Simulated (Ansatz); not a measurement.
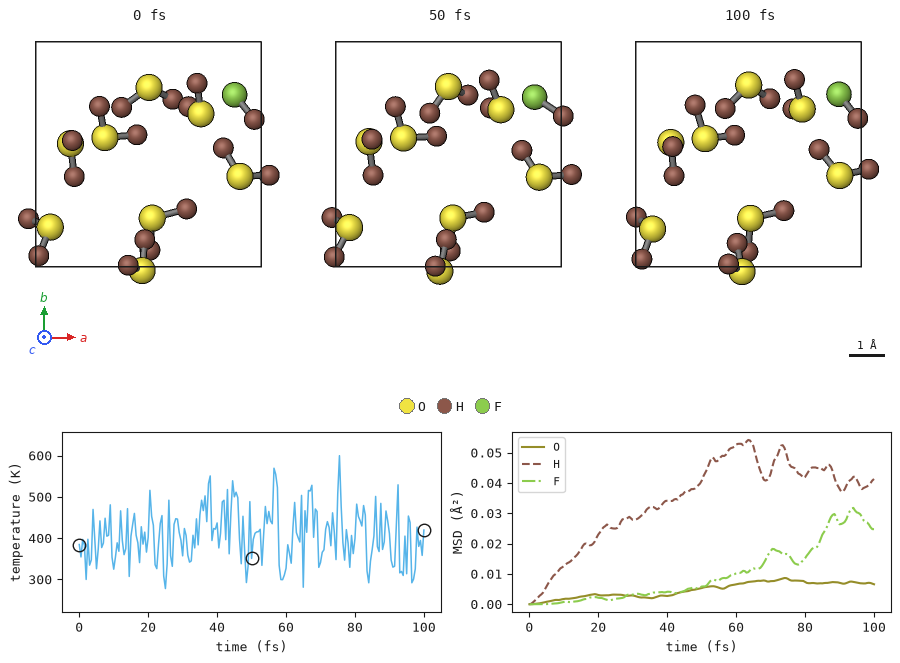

First-principles dynamics of a periodic cell with 8 H2O + 1 HF at 0.995 g/cm³, 100 fs long. It starts from the last geometry of an earlier run, with fresh velocities. Frames and the history of the run. Style: ball-and-stick. Shown: the simulation cell, along the c axis.

These are results of DFT PBE-D3(BJ), scalar-relativistic, plane waves, PAW (Ansatz 0.2.0), not measurements. Settings: plane-wave cutoff 420 eV; k-point mesh 1 × 1 × 1; Fermi-Dirac smearing 0.05 eV; low-accuracy preset; Langevin thermostat (NVT); set temperature 400 K; time step 0.5 fs; friction 1 per fs.

**What do the frames and curves show?**

Root-mean-square distances from the starting positions over the second half, with the common drift of all atoms taken out: H 0.21 Å, F 0.13 Å, O 0.08 Å. The heavy atoms stay within a fraction of a molecule's size of their starting places; so short a run doesn't tell a liquid from a solid. Over the second half the temperature averages 406 K (spread ±68 K). The potential energy is still drifting at the end, so the run hasn't reached equilibrium. The potential energy in the second half lies on average 5.0 meV per atom above the first frame. The friction is so strong that the slow modes are overdamped, and the motion no longer resembles free dynamics.

Limits of the set-up: the program's low-accuracy preset was used; the periodic images lie only 6.5 Å apart, so the values are limited by the cell's size.

Cost: 5.1 min on 1 thread of Arm Neoverse V1 (shared host), peak memory 0.35 GiB.
